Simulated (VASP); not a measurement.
Band structure of ZnF$_{2}$ (rutile). All values below come from rev-vdW-DF2, VASP's PBE PAW potentials (set 64) (plane waves; VASP 6.6.1).

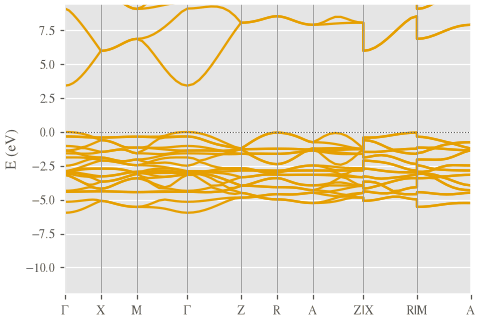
Figure. Bands along high-symmetry lines, zero at the valence-band maximum or, without a gap, the Fermi level

Problem. Read the plot: is there a gap, and where are the band edges?

Solution. The gap is direct, 3.42 eV, from the valence maximum at Γ to the conduction minimum at Γ. (Edges off the drawn lines would not show.)

Measured: gap 7.50 eV (computed value off by -4.08 eV), as given by Dominik Kurzydłowski et al., Inorganic Chemistry (2020), arXiv:1912.01850 [midpoint of the printed range].

The compound is ZnF2 in the rutile structure. It was relaxed first.
